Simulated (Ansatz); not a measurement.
Two G0W0 runs on Ti2CO2/Ti2CO2 (MXene bilayer).

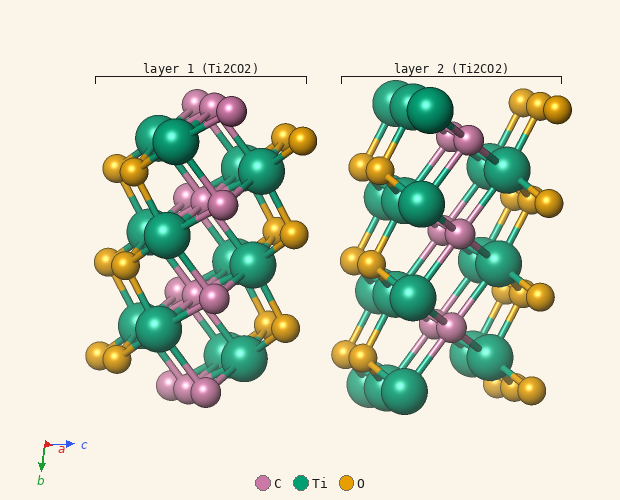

The structure (carbon pink, titanium teal, oxygen orange). Bonds to atoms that aren't drawn are left out. 2×3×1 cells are drawn. Some periodic images of atoms are drawn too.

The cell holds 10 atoms: 2 C, 4 Ti and 4 O. Cell: a = 2.985 Å, b = 2.985 Å, c = 45.500 Å, α = 90.0°, β = 90.0°, γ = 120.0°. Regions: layer 1 (Ti2CO2), 5 atoms (1 C, 2 Ti and 2 O); layer 2 (Ti2CO2), 5 atoms (1 C, 2 Ti and 2 O). Vacuum lies along c.

```xyz
10
Lattice="2.9853 0.0000 0.0000 -1.4927 2.5854 0.0000 0.0000 0.0000 45.5000" Properties=species:S:1:pos:R:3
C     0.0000    0.0000   19.3817
Ti    0.0000    1.7236   20.6743
Ti    1.4927    0.8618   18.0905
O     1.4927    0.8618   21.5702
O     0.0000    1.7236   17.1820
C     1.4927    0.8618   26.1180
Ti    0.0000    1.7236   27.4093
Ti    0.0000    0.0000   24.8274
O     0.0000    0.0000   28.3180
O     0.0000    1.7236   23.9254
```

The structure was relaxed with PBEsol-D3(BJ). The runs that relaxed it are not among those shown.

The first (Ansatz 0.2.0; start PBEsol, 6×6×1 mesh, 325 empty bands, screening to 55 eV, PAW set soft_1 files; 4 threads of Arm Neoverse V1, shared host) gave, on its mesh: starting gap 0.05 eV, G0W0 gap 0.86 eV, mean of 1 + 4πα/V (set by the cell height) 13.42, 5.2 min.

The second gave: starting gap 0.05 eV, G0W0 gap 0.80 eV, mean of 1 + 4πα/V (set by the cell height) 13.45, 91 s.

**Question.** What was changed in the input? Choose among start, files, mesh, bands and cutoff, frequency model or another key.

Changed: empty bands from 325 to 131 and screening cutoff (eV) from 55.0 to 30. The starting gap stayed, which rules out the functional and points to the GW step. Other changes could give like numbers; this is the one that was made.

Limits: not at the basis limit; coarse mesh for a sheet.

[Paths, hosts, dates, memory and timing lines, banners, echoed tables and standing remarks are left out of the program output.]

[Logs are printed without paths, hosts, clocks, repeated set-up lines and the standing remarks that a program may print on its own settings, such as how far it seeks lower states.]

[Runs of the session that timed out or met a known fault of the program may be left out.]

[Cells called generated may have been cut or substituted from an entry of the Crystallography Open Database or the Materials Project.]

[Hosts, paths, dates, database ids (printed as entryN), source tags and the programs' standing remarks are cut or masked in the printed files.]
